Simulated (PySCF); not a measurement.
SMILES CC(C)(C)S[S] (C4H9S2), doublet at its GFN2-xTB optimised geometry (Å):

```
15

C      0.5424    -1.3771     1.2142
C      0.1372     0.0869     1.2237
C      0.5451     0.7736     2.5158
C      0.6528     0.8269     0.0000
S     -1.7410     0.1717     1.0874
S     -2.4391    -0.7619     2.6403
H      0.0880    -1.9048     2.0513
H      0.2302    -1.8583     0.2893
H      1.6239    -1.4628     1.3017
H      0.2329     1.8162     2.5143
H      1.6269     0.7359     2.6300
H      0.0925     0.2763     3.3723
H      0.3069     0.3476    -0.9132
H      0.3070     1.8583     0.0000
H      1.7410     0.8269     0.0000
```

Method: unrestricted CAM-B3LYP/def2-TZVP (PySCF). Cells within 0.4 Å of a nucleus heavier than hydrogen are left out (blank, or x).

Map of the electrostatic potential (hartree/e), clipped to [-0.08, 0.12] on the plane z = 0.0 Å:

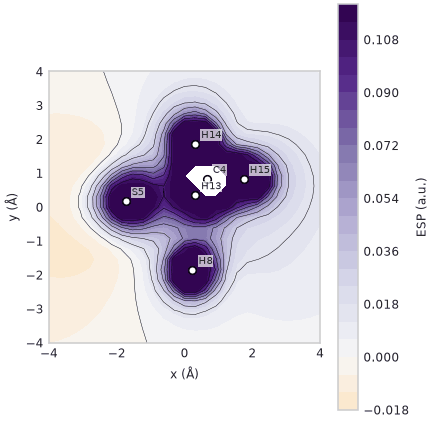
Figure. Electrostatic potential (hartree/e), clipped to [-0.08, 0.12] on the plane z = 0.0 Å.
